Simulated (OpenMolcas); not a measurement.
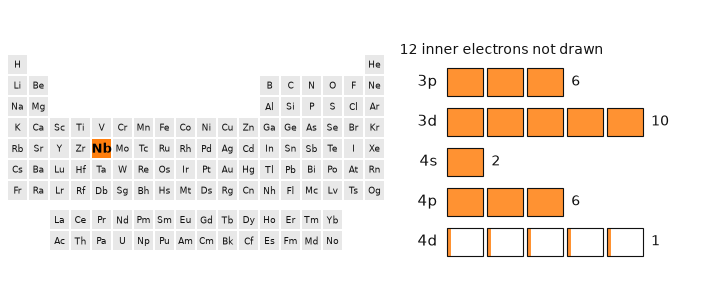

**Figure 1.** Left, the place of niobium in the periodic table; right, the outer shells of the leading configuration of the lowest level: a box for each of the 2l + 1 orbitals, shaded by the share of the shell that is filled, with the electron count at the right.

Multiconfigurational calculation for Nb⁴⁺ complex

- system: Nb⁴⁺ with 6 ligands (NH3; octahedron, 2.1 Å), with no charges around it.
- method: state-averaged SS-CASPT2, IPEA shift 0.25, imaginary shift 0.1 hartree, closed shells 4s 4p of the metal and the valence shells of the ligands correlated, active space 1 electron in the shell 4d, basis ANO-RCC-VTZP on the metal and ANO-RCC-VDZP on the ligands, DKH2 scalar Hamiltonian, spin-orbit coupling by RASSI with atomic mean-field integrals (OpenMolcas)

Key numbers:

- outcome: converged
- energy of the lowest spin-free term: −4154.33627 hartree
- energy of the lowest spin-orbit level: −4154.33760 hartree
- CASPT2 correlation energy: −1.5612 hartree
- largest spread among components of a term: 3.4 cm⁻¹
- lowest reference weight: 0.694
- hardware: 1 thread of Intel Xeon (Sapphire Rapids), 64 GiB of memory available, shared host
- wall time: 77 s

Notes:

To bear in mind: covalent bonds, ligand orbitals missing from the active space; distances are set from ionic radii, not optimised.

The input:
```
&GATEWAY
Coord
25

Nb 0.0 0.0 0.0
N 2.100000 0.000000 0.000000
H 2.482099 0.945728 0.000000
H 2.482099 -0.472864 0.819024
H 2.482099 -0.472864 -0.819024
N 0.000000 2.100000 0.000000
H 0.000000 2.482099 0.945728
H 0.819024 2.482099 -0.472864
H -0.819024 2.482099 -0.472864
N -2.100000 0.000000 0.000000
H -2.482099 -0.945728 0.000000
H -2.482099 0.472864 -0.819024
H -2.482099 0.472864 0.819024
N 0.000000 -2.100000 0.000000
H 0.000000 -2.482099 -0.945728
H -0.819024 -2.482099 0.472864
H 0.819024 -2.482099 0.472864
N 0.000000 0.000000 2.100000
H 0.945728 0.000000 2.482099
H -0.472864 0.819024 2.482099
H -0.472864 -0.819024 2.482099
N 0.000000 0.000000 -2.100000
H -0.945728 0.000000 -2.482099
H 0.472864 -0.819024 -2.482099
H 0.472864 0.819024 -2.482099
Basis=Nb.ANO-RCC-VTZP,H.ANO-RCC-VDZP,N.ANO-RCC-VDZP
Group=XYZ
NoMove
AngMom=0.0 0.0 0.0
AMFI
RICD
&SEWARD
&RASSCF
FileOrb=start.orb
Symmetry=1
Spin=2
nActEl=1 0 0
Inactive=24 24
Ras2=5 0
CIRoot=5 5 1
SDav=5
CIMx=300
Iter=150 100
PrWF=0.3
OrbListing=Nothing
MaxOrb=0
LevShft=1.0
>>> COPY $Project.JobIph JOB001
&RASSI
NrOfJobIphs=1 5
1 2 3 4 5
IphNames
JOB001
EJob
SpinOrbit
DIPRint=1.0
SOCoupling=1000.0
Subsets=2
Property=9
'ANGMOM' 1 'ANGMOM' 2 'ANGMOM' 3 'MLTPL  1' 1 'MLTPL  1' 2 'MLTPL  1' 3
'AMFI' 1 'AMFI' 2 'AMFI' 3
SOProperty=3
'ANGMOM' 1 'ANGMOM' 2 'ANGMOM' 3
>>> COPY JOB001 $Project.JobIph
&CASPT2
Multistate=5 1 2 3 4 5
NoMult
Frozen=11 9
IPEA=0.25
Imaginary=0.1
MaxIter=60
WThr=0.0 0.3 0.05
PrWF=0.5
NoMix
```

The file start.orb holds starting orbitals from an earlier step. A driver script formed the levels outside the program, from RASSI's spin-orbit matrix and the CASPT2 energies (for multi-state variants, the effective Hamiltonian), averaged over the components of each term or state. The log and the time are those of the CASPT2 step.

Launched with:
```bash
OMP_NUM_THREADS=1 MOLCAS_MEM=2457 MOLCAS_PROJECT=a pymolcas a.inp > a.log  # once for each step of the input, in one work folder
```

The program's output (extracts):
```
--- CASPT2 ---
Orbital specifications:
      -----------------------

      Symmetry species                           1   2
                                                ag  au
      Frozen orbitals                           11   9
      Inactive orbitals                         13  15
      Active orbitals                            5   0
      Secondary orbitals                        94  95
      Deleted orbitals                           0   0
      Number of basis functions                123 119
Type of calculation                        SS-CASPT2
      Fock operator                              state-specific
      IPEA shift                                 0.25
      Real shift                                 0.00
      Imaginary shift                            0.10
      The input orbitals will be transformed to quasi-canonical
Reference energy:       -4152.7750203432
      E2 (Non-variational):      -1.5598066613
      Shift correction:          -0.0014417920
      E2 (Variational):          -1.5612484534
      Total energy:           -4154.3362687965
      Residual norm:              0.0000004884
      Reference weight:           0.69506
      Contributions to the CASPT2 correlation energy
      Active & Virtual Only:         -0.0000000004
      One Inactive Excited:          -0.0735317297
      Two Inactive Excited:          -1.4862749312
Reference energy:       -4152.7727012633
      E2 (Non-variational):      -1.5621007461
      Shift correction:          -0.0014549726
      E2 (Variational):          -1.5635557187
      Total energy:           -4154.3362569820
      Residual norm:              0.0000007392
      Reference weight:           0.69423
      Contributions to the CASPT2 correlation energy
      Active & Virtual Only:          0.0000000002
      One Inactive Excited:          -0.0759817959
      Two Inactive Excited:          -1.4861189505
::    CASPT2 Root  1     Total energy:  -4154.33626880
::    CASPT2 Root  2     Total energy:  -4154.33625698
::    CASPT2 Root  3     Total energy:  -4154.33625095
::    CASPT2 Root  4     Total energy:  -4154.11796055
::    CASPT2 Root  5     Total energy:  -4154.11797597
```

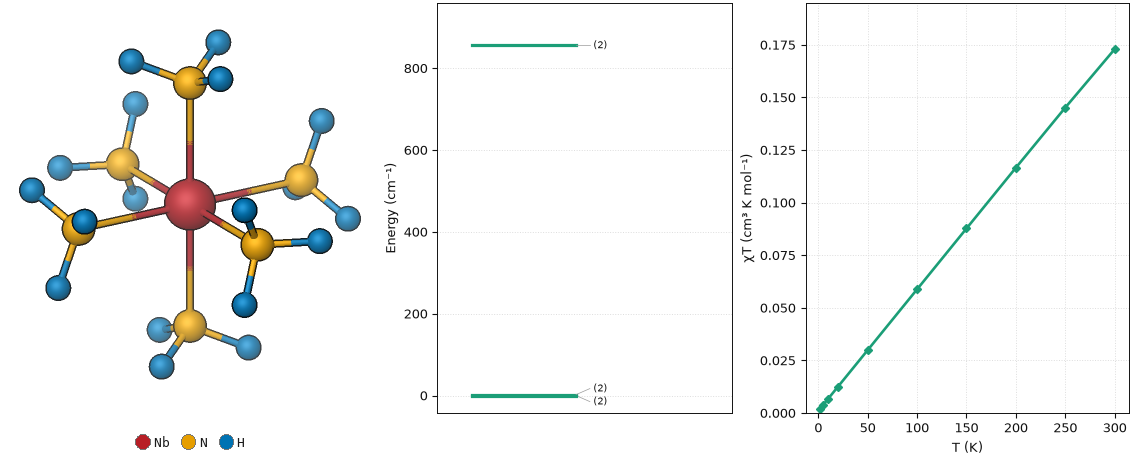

**Figure 2.** Nb⁴⁺ (4d) with 6 ligands, NH₃, at 2.1 Å (arrangement: octahedron, Ci), and its levels and susceptibility. Labels give the representation in O, Td, D4 or D3 as the site allows (double group for half-integer spin) where it could be assigned and, in brackets, the degeneracy; spin-free states, where drawn, share the zero of the spin-orbit levels. Powder susceptibility by Van Vleck's formula. The ground level is a Kramers doublet, 100 % from states of spin multiplicity 2. Its principal g values are all close to zero. The next level lies at 2.2 cm⁻¹. χT is close to 0 cm³ K mol⁻¹ at 2 K and 0.173 at 300 K, an effective moment of 1.18 μB.
